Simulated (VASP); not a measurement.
Band structure of PtS$_{2}$ (1T layered). Computed with vdW-DF2, VASP's PBE PAW potentials (set 64) (plane waves; VASP 6.6.1).

Unless said otherwise, spin-orbit coupling is left out, though it shifts the bands of the heavy elements here.

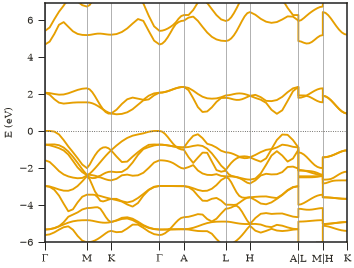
Fig. 1. Bands along high-symmetry lines, zero at the valence-band maximum or, without a gap, the Fermi level

Q: Read the plot: is there a gap, and where are the band edges?

A: The gap is indirect, 0.90 eV, from the valence maximum at Γ to the conduction minimum at K-Γ at 0.11. (Edges off the drawn lines would not show.)

The compound is PtS2 in the 1T layered structure. It was relaxed first, which changed the volume by +17 %.
